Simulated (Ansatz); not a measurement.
The starting structures come from a database of crystals and need not be the phases stable at ambient conditions.

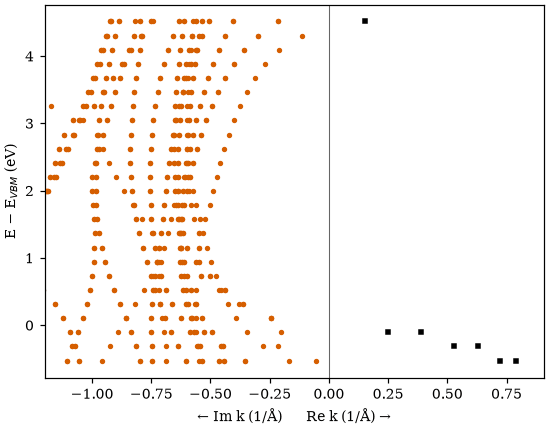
Fig. 1. Complex bands at the centre of the two-dimensional zone; r2SCAN (Ansatz, a quantum-chemistry and plane-wave program)

The gap is the functional's own, uncorrected, and κ follows it; spin-orbit coupling is left out. Mid-gap values are interpolated between the computed energies.

Task: This is Y2C(NO)2 (P-3m1, not sure to be the ambient phase, 7 atoms a cell, 13.8 Å³ an atom) along the normal of (111). Read off the slowest decay at the centre of the two-dimensional zone at 2.21 eV, the computed energy nearest the middle of the gap.

Result: κ ≈ 0.47 1/Å, a decay length 1/(2κ) of the density of 1.1 Å.
